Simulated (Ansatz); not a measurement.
# TaRu (Pm-3m): phonons along a line and the smearing

Aim: see how the phonons of TaRu (Pm-3m) along the first symmetry line respond to the electronic smearing. The first relaxation steps of the session are not shown, so no cell shown is the starting entry, unless a step says so.

Calculated with Ansatz 0.2.0; DFT PBEsol, scalar-relativistic, plane waves, PAW; PAW set soft_1.

### Step 1. The cell after earlier relaxation steps

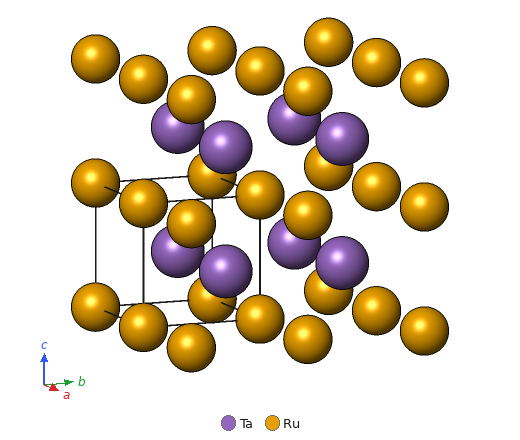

The starting structure, seen slightly off an axis (tantalum purple, ruthenium orange). 2×2×2 cells are drawn. Some periodic images of atoms are drawn too.

### Step 2. Relaxation

The structure is brought to rest under this functional. Earlier relaxation steps are not shown.

File input.yaml:

```yaml
crystal:
  lattice:
    - [3.1394829749, 0.0, 0.0]
    - [0.0, 3.1394829749, 0.0]
    - [0.0, 0.0, 3.1394829749]
  atoms:
    - { symbol: Ta, position: [0.5, 0.5, 0.5] }
    - { symbol: Ru, position: [0.0, 0.0, 0.0] }
kpoints:
  mp_grid: { grid: [10, 10, 10] }
hamiltonian:
  xc: pbesol
  pseudopotentials: { kind: paw, azcp: { folder: soft_1 }, xc_functional: pbe }
scf:
  occupations: { method: gaussian, width: 0.1 }
output:
  forces: true
  stress: true
  eigenvalues: true
  write_density: true
  write_potential: true
  elf: true
  volumetric_format: npy
relax:
  adjacent_minimum: "off"
  f_tol: 0.005
  max_steps: 80
  cell: { stress_tol: 0.05 }
```

On the command line:

```bash
$ ansatz run input.yaml --threads 4 --pin off --max-ram 12288MiB --backend cpu --events-out ev --progress --plain --runs-dir out
```

Numbers of over 12 decimals in the logs are rounded to 6 here.

The program printed:

```text
[the first part of the log is left out]
  E_xc         = -488.279297
  E_vxc        = -448.465431  (∫ρ·V_xc dr)
  E_paw        = -11622.099974  (= ΣΔE_a)
  E_vpaw       = -392.858629  (= ΣTr[D̂ρ^β])
  E_aug_tail   = 0.000721  (compensation charges beyond the density's cutoff)
  E_ewald      = -3529.868854
  E_core_change = 0.467009  (= ΣΔE_core)
  E_smearing   = -0.015898  (= −TS)
  E_closure    = 0.000000  (closes the sum)
  Σ components = -15624.481743   (vs F -15624.481743, Δ=0.00e0)
--- Forces (eV/Å), atoms counted from 1 ---
  atom   1  Ta     0.00000000    -0.00000000     0.00000000
  atom   2  Ru     0.00000000    -0.00000000    -0.00000000
  max |Σ_I F_I| component: 1.16e-29 eV/Å
--- Stress (GPa, compression-positive) ---
       -0.000286       0.000000       0.000000
        0.000000      -0.000286       0.000000
        0.000000       0.000000      -0.000286
  P = ⅓ Tr σ = -0.0003 GPa (-0.003 kbar)
--- Band table (eV; the first three rows and the last of 56) ---
  k-point 0: bands = ["-51.2811", "-46.6472", "-21.2834", "-21.2834", "-21.2834", "-12.9795", "-12.9795", "-12.9795", "12.8229", "15.6902", "15.6902", "19.4042", "19.4042", "19.4042", "22.9087", "22.9087", "26.1297", "26.1297", "26.1297"]
  k-point 1: bands = ["-51.2800", "-46.6463", "-21.2937", "-21.2813", "-21.2813", "-13.0169", "-12.9797", "-12.9797", "13.0539", "15.8049", "15.8695", "19.3840", "19.3840", "19.4801", "22.6351", "23.0046", "25.3771", "25.3771", "25.9652"]
  k-point 2: bands = ["-51.2772", "-46.6438", "-21.3204", "-21.2759", "-21.2759", "-13.1139", "-12.9804", "-12.9804", "13.7111", "16.1429", "16.3443", "19.3469", "19.3469", "19.6946", "21.9054", "23.2317", "24.0795", "24.0795", "25.5260"]
  k-point 55: bands = ["-51.2534", "-46.6060", "-21.3715", "-21.3715", "-21.3715", "-13.2917", "-13.2917", "-13.2917", "18.0093", "18.0093", "18.0093", "18.7915", "18.7915", "18.7915", "21.5977", "21.5977", "26.3400", "26.3400", "29.0764"]
--- Relaxed structure (3 steps of the walk, 2 accepted, 1 SCFs on fresh bases) ---
  F+E_penalty+E_count = -15624.48174341 eV   max|allowed force component| = 4.733e-30 eV/Å   (the final SCF, on the basis selected at the relaxed cell)
  cell:  # Å, volume = 30.9594 Å³
    - [3.140008, 0, 0.0]
    - [0, 3.140008, 0.0]
    - [0, 0.0, 3.140008]
  atoms:
    - { symbol: Ta, position: [0.500000, 0.500000, 0.500000] }
    - { symbol: Ru, position: [0, 0, 0] }
```

The job ended after 2.1 s (4 threads of Intel Xeon Platinum 8375C at 2.90GHz (Ice Lake), shared host; peak memory 0.42 GiB; 6.9 s of CPU time).

Little changed from the start: no atom moved by 0.005 Å and no cell edge by 0.1 %.

This step gave:

| Quantity | Value |
| --- | --- |
| pressure | -2.86e-4 GPa |
| volume per atom | 15.48 Å³/atom |
| metallic on mesh | yes |
| gap on the k-mesh | 0 eV |

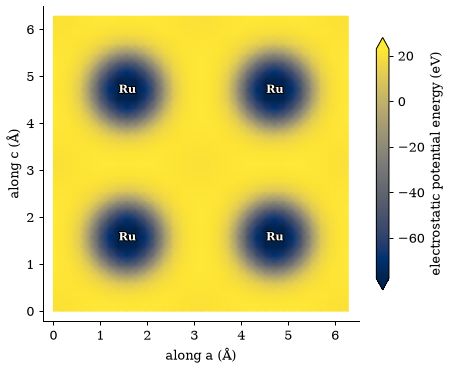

Electrostatic potential energy in the ac plane at fractional y = 0.000, with atoms of Ru within 0.2 Å of it. With pseudopotentials it is smooth inside the atoms' cores, unlike the true potential. The map starts off the cell's origin, so that atoms lie inside it.

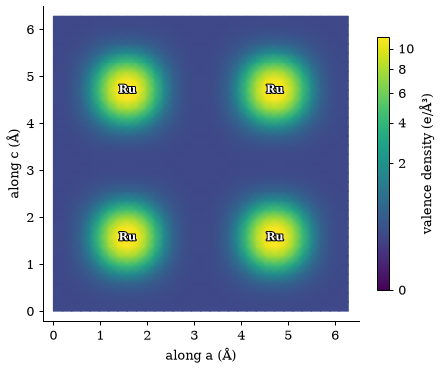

Valence density in the ac plane at fractional y = 0.000, with atoms of Ru within 0.2 Å of it. It is the smooth field of the valence electrons, not physical close to the nuclei. The map starts off the cell's origin, so that atoms lie inside it. The colour scale is stretched toward low values.

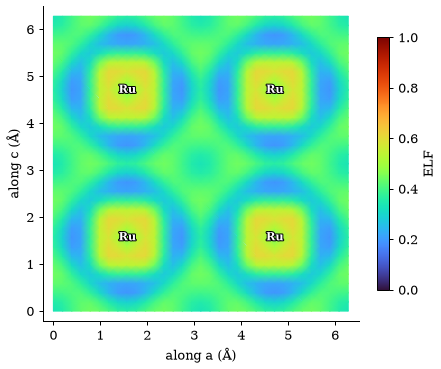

ELF in the ac plane at fractional y = 0.000, with atoms of Ru within 0.2 Å of it. It is the smooth field of the valence electrons, not physical close to the nuclei. The map starts off the cell's origin, so that atoms lie inside it.

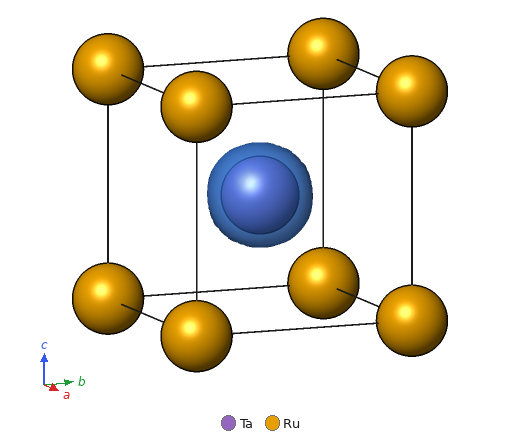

Surface of ELF = 0.69.

The largest force is now zero by symmetry and the largest stress component 2.9e-4 GPa, small enough for phonons.

### Step 3. Wavevectors along a line: Fermi–Dirac smearing of 0.1 eV

Each wavevector is solved by itself, so no interpolation smooths a dip of the branch.

File input.yaml:

```yaml
crystal:
  lattice:
    - [3.140007881, 0.0, 0.0]
    - [0.0, 3.140007881, 0.0]
    - [0.0, 0.0, 3.140007881]
  atoms:
    - { symbol: Ta, position: [0.5, 0.5, 0.5] }
    - { symbol: Ru, position: [0.0, 0.0, 0.0] }
kpoints:
  mp_grid: { grid: [16, 16, 16] }
hamiltonian:
  xc: pbesol
  pseudopotentials: { kind: paw, azcp: { folder: soft_1 }, xc_functional: pbe }
scf:
  occupations: { method: fermi_dirac, width: 0.1 }
output:
  eigenvalues: true
phonons:
  method: dfpt
  qpoints:
    - [0, 0, 0]
    - [0.0, 0.0625, 0.0]
    - [0.0, 0.1875, 0.0]
    - [0.0, 0.3125, 0.0]
    - [0.0, 0.4375, 0.0]
```

The program printed:

```text
[...]
Crystal: 2 atoms, lattice volume = 30.959 Å³
Basis set: ecut = 420 eV, 619 PW (Γ), exchange–correlation on 48×48×48 points (8 copies of the dense FFT grid, shifted against one another)
Bands: 19, of which v1, the nominal top of the filled ones, is band 15 counted from 1 (14 counted from 0)
Symmetry: 48 space group operations
k-points: 165 of 4096
[...]
SCF iter   1: F=—  HF=-15628.716782 eV  |F-HF|=—  |Δ(HF+E_count)|=         —  Δρ=2.46e-1  dr2=3.05e1  ethr=3.10e-3  ⟨swp⟩=4.9  Hψ=12491  notcnv=0
[...]
SCF iter   9: F=-15624.521262 eV  HF=-15624.521262 eV  |F-HF|=1.82e-12  |Δ(HF+E_count)|=  3.60e-10  Δρ=2.48e-7  dr2=3.65e-12  ethr=1.00e-12  ⟨swp⟩=4.6  Hψ=15535  notcnv=0
SCF 1 converged in 9 iterations: F = -15624.521262 eV  dr2 = 3.65e-12
[...]
NSCF: frozen V_eff on 165 k-points
[...]
DFPT response loops at q = (0, 0, 0) (fractional): preconditioner auto → Kerker (q_TF=auto, 2.699 Å⁻¹) (partly filled bands, converged f_vac=0.000); β = 1.00, the filter's whole step (`scf.mixing.beta` (0.50) is not read by the response loops under this deck's `scf.mixing.preconditioner`; to damp them name `kerker` or `kerker_dos`, under which they read `scf.mixing.beta`, and type it under 1.00, their step now; both keys bind the ground state too); Broyden in place of MSR1
[...]
SCF converged after 9 iterations
Free energy (F): -15624.521262 eV
[...]
Internal energy: -15624.431396 eV  (E = F + TS)
E sigma→0 (E₀):  -15624.476329 eV
Entropy (-TS):   -0.089867 eV (-44.933 meV/atom)
Fermi energy:    21.873299 eV
[...]
--- Band table (eV; the first three rows and the last of 165) ---
  k-point 0: bands = [... 11 lower, 19.4035, 19.4035, 19.4035, 22.9110, 22.9110, 26.1355, 26.1355, 26.1355]
  k-point 1: bands = [... 11 lower, 19.3950, 19.3950, 19.4333, 22.8021, 22.9495, 25.8003, 25.8003, 26.0700]
  k-point 2: bands = [... 11 lower, 19.3737, 19.3737, 19.5210, 22.4907, 23.0569, 25.0655, 25.0655, 25.8825]
  k-point 164: bands = [... 11 lower, 18.7945, 18.7945, 18.7945, 21.5954, 21.5954, 26.3479, 26.3479, 29.0750]
--- Phonons (Γ-DFPT): 2 representative perturbations + reference (Σ response iterations 6) ---
  ASR residual: 1.611e-3 → 0.000e0 eV/Å²; symmetrization residual: 8.039e-7 eV/Å²
  ASR residual per site (eV/Å²): 1.17e-3 1.61e-3
  Γ frequencies (cm⁻¹): 0.00 0.00 0.00 144.55 144.55 144.55
  non-analytic LO–TO correction: not included (Born effective charges unavailable; polar crystals: no LO–TO splitting at Γ)
--- Phonons (arbitrary-q DFPT): 5 explicit q-points ---
  q = [0, 0, 0] (of the zone-centre solve; hermiticity 3.23e-7, symmetrization 1.58e-12): -0.00 -0.00 -0.00 144.55 144.55 144.55
  q = [0, 0.0625, 0] (4 solved perturbations in 4032 linear systems a pass and spin channel, the states on 1296 of 4096 k-point pairs; hermiticity 2.30e-6, symmetrization 7.59e-11): 15.98 15.98 22.44 141.49 144.47 144.47
[...]
sum rule: each row above includes the acoustic sum rule's correction from the zone centre's row sums; it moved no ω² by more than (2.08 cm⁻¹)²
```

The job ended after 2.9 min (4 threads; peak memory 2.1 GiB; 11 min of CPU time).

Each wavevector solved by linear response. Frequency against |q| along the line:

```
|q| along the line (Å⁻¹)  mode 1 = mode 2 (cm⁻¹)  mode 3 (cm⁻¹)  mode 4 (cm⁻¹)  mode 5 (cm⁻¹)  mode 6 (cm⁻¹)
                   0.000                       0              0            145            145            145
                   0.125                    16.0           22.4            141            144            144
                   0.375                    46.2           71.5            129            143            143
                   0.625                    67.9            105            124            129            129
                   0.875                    67.7            106            106            115            134
```

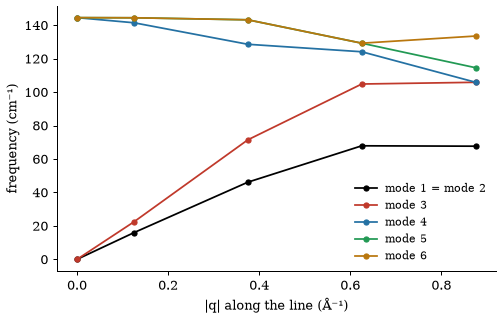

Frequency against |q| along the line.

### Step 4. Wavevectors along a line: Fermi–Dirac smearing of 0.25 eV

The smearing blurs the Fermi surface that screens the phonons; a Fermi–Dirac width is an electronic temperature.

input.yaml: that of step 3 with these lines changed.

```diff
@@ -14,3 +14,3 @@
 scf:
-  occupations: { method: fermi_dirac, width: 0.1 }
+  occupations: { method: fermi_dirac, width: 0.25 }
 output:
```

Wider smearing eases the sum over k-points of a metal but moves the result away from its zero-temperature value.

The program printed:

```text
band count auto-derived: 20 (N_el = 29.0; filled up to band 15; 19 by the electrons, moments and atoms)
[...]
Crystal: 2 atoms, lattice volume = 30.959 Å³
Basis set: ecut = 420 eV, 619 PW (Γ), exchange–correlation on 48×48×48 points (8 copies of the dense FFT grid, shifted against one another)
Bands: 20, of which v1, the nominal top of the filled ones, is band 15 counted from 1 (14 counted from 0)
Symmetry: 48 space group operations
k-points: 165 of 4096
[...]
SCF iter   1: F=—  HF=-15628.855254 eV  |F-HF|=—  |Δ(HF+E_count)|=         —  Δρ=2.45e-1  dr2=3.04e1  ethr=3.10e-3  ⟨swp⟩=4.9  Hψ=12716  notcnv=0
[...]
SCF iter  10: F=-15624.717865 eV  HF=-15624.717865 eV  |F-HF|=3.64e-12  |Δ(HF+E_count)|=  5.46e-12  Δρ=3.41e-8  dr2=3.71e-13  ethr=1.00e-12  ⟨swp⟩=5.0  Hψ=12931  notcnv=0
SCF 1 converged in 10 iterations: F = -15624.717865 eV  dr2 = 3.71e-13
[...]
SCF converged after 10 iterations
Free energy (F): -15624.717865 eV
[...]
Internal energy: -15624.300657 eV  (E = F + TS)
E sigma→0 (E₀):  -15624.509261 eV
Entropy (-TS):   -0.417208 eV (-208.604 meV/atom)
Fermi energy:    21.766127 eV
[...]
--- Band table (eV; the first three rows and the last of 165) ---
  k-point 0: bands = [... 11 lower, 19.4040, 19.4040, 19.4040, 22.9155, 22.9155, 26.1470, 26.1470, 26.1470, ... 1 higher]
  k-point 1: bands = [... 11 lower, 19.3955, 19.3955, 19.4338, 22.8066, 22.9540, 25.8111, 25.8111, 26.0816, ... 1 higher]
  k-point 2: bands = [... 11 lower, 19.3740, 19.3740, 19.5213, 22.4951, 23.0614, 25.0752, 25.0752, 25.8942, ... 1 higher]
  k-point 164: bands = [... 11 lower, 18.8001, 18.8001, 18.8001, 21.5923, 21.5923, 26.3621, 26.3621, 29.0735, ... 1 higher]
[...]
ASR residual: 9.973e-4 → 0.000e0 eV/Å²; symmetrization residual: 1.819e-7 eV/Å²
  ASR residual per site (eV/Å²): 9.97e-4 6.46e-4
  Γ frequencies (cm⁻¹): 0.00 0.00 0.00 150.71 150.71 150.71
[...]
--- Phonons (arbitrary-q DFPT): 5 explicit q-points ---
[...]
```

Wall time 3 min (4 threads); peak memory 2.2 GiB.

Each wavevector solved by linear response. Frequency against |q| along the line:

```
|q| along the line (Å⁻¹)  mode 1 = mode 2 (cm⁻¹)  mode 3 (cm⁻¹)  mode 4 (cm⁻¹)  mode 5 (cm⁻¹)  mode 6 (cm⁻¹)
                   0.000                       0              0            151            151            151
                   0.125                    16.3           27.2            150            151            151
                   0.375                    48.1           80.8            149            151            151
                   0.625                    76.2            122            142            142            150
                   0.875                    99.2            123            123            138            158
```

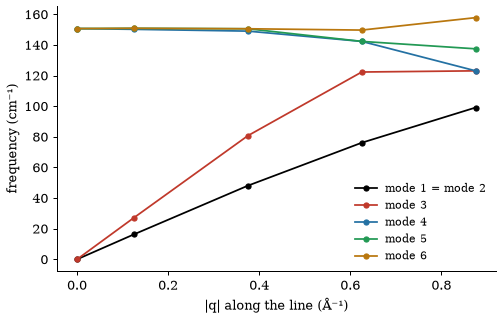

Frequency, plotted against |q| along the line.

Against step 3 (now smearing width 0.25 eV), the free energy moves by -98.3 meV an atom.

### Step 5. Phonons along a line: Fermi–Dirac smearing of 0.04 eV

Each wavevector is solved by itself, so no interpolation smooths a dip of the branch.

input.yaml: that of step 4 with these lines changed.

```diff
@@ -14,3 +14,3 @@
 scf:
-  occupations: { method: fermi_dirac, width: 0.25 }
+  occupations: { method: fermi_dirac, width: 0.04 }
 output:
```

Narrower smearing comes nearer the zero-temperature value but asks more of the mesh.

The program printed:

```text
[...]
Crystal: 2 atoms, lattice volume = 30.959 Å³
Basis set: ecut = 420 eV, 619 PW (Γ), exchange–correlation on 48×48×48 points (8 copies of the dense FFT grid, shifted against one another)
Bands: 19, of which v1, the nominal top of the filled ones, is band 15 counted from 1 (14 counted from 0)
Symmetry: 48 space group operations
k-points: 165 of 4096
[...]
SCF iter   1: F=—  HF=-15628.695678 eV  |F-HF|=—  |Δ(HF+E_count)|=         —  Δρ=2.46e-1  dr2=3.05e1  ethr=3.10e-3  ⟨swp⟩=5.2  Hψ=12702  notcnv=0
[...]
SCF iter  10: F=-15624.480878 eV  HF=-15624.480878 eV  |F-HF|=1.09e-11  |Δ(HF+E_count)|=  1.09e-11  Δρ=1.07e-7  dr2=4.39e-12  ethr=1.00e-12  ⟨swp⟩=5.1  Hψ=12121  notcnv=0
SCF 1 converged in 10 iterations: F = -15624.480878 eV  dr2 = 4.39e-12
[...]
SCF converged after 10 iterations
Free energy (F): -15624.480878 eV
[...]
Internal energy: -15624.464023 eV  (E = F + TS)
E sigma→0 (E₀):  -15624.472450 eV
Entropy (-TS):   -0.016855 eV (-8.428 meV/atom)
Fermi energy:    21.892319 eV
[...]
--- Band table (eV; the first three rows and the last of 165) ---
  k-point 0: bands = [... 11 lower, 19.4036, 19.4036, 19.4036, 22.9107, 22.9107, 26.1338, 26.1338, 26.1338]
  k-point 1: bands = [... 11 lower, 19.3951, 19.3951, 19.4334, 22.8018, 22.9492, 25.7988, 25.7988, 26.0684]
  k-point 2: bands = [... 11 lower, 19.3738, 19.3738, 19.5211, 22.4904, 23.0566, 25.0641, 25.0641, 25.8808]
  k-point 164: bands = [... 11 lower, 18.7936, 18.7936, 18.7936, 21.5962, 21.5962, 26.3461, 26.3461, 29.0751]
[...]
ASR residual: 5.692e-4 → 0.000e0 eV/Å²; symmetrization residual: 4.139e-7 eV/Å²
  ASR residual per site (eV/Å²): 2.77e-4 5.69e-4
  Γ frequencies (cm⁻¹): 0.00 0.00 0.00 142.88 142.88 142.88
[...]
--- Phonons (arbitrary-q DFPT): 5 explicit q-points ---
[...]
```

The job ended after 2.8 min (4 threads; peak memory 2.1 GiB; 11 min of CPU time).

Each wavevector solved by linear response. The frequency by |q| along the line:

```
|q| along the line (Å⁻¹)  mode 1 = mode 2 (cm⁻¹)  mode 3 (cm⁻¹)  mode 4 (cm⁻¹)  mode 5 (cm⁻¹)  mode 6 (cm⁻¹)
                   0.000                       0              0            143            143            143
                   0.125                    16.1           17.9            139            142            142
                   0.375                    45.9           62.1            117            139            139
                   0.625                    63.5           87.7            113            124            124
                   0.875                   -25.6            103            103            106            123
```

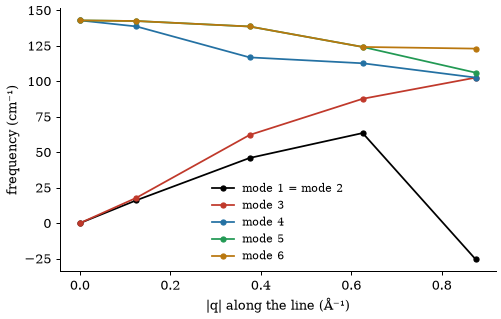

Frequency, plotted against |q| along the line.

Against step 3 (now smearing width 0.04 eV), the free energy moves by +20.2 meV an atom.

(Continued in part 2 of 2.)

[Logs are printed without paths, hosts, clocks, repeated set-up lines and the standing remarks that a program may print on its own settings, such as how far it seeks lower states.]

[Hosts, paths, dates, database ids (printed as entryN), source tags and the programs' standing remarks are cut or masked in the printed files.]
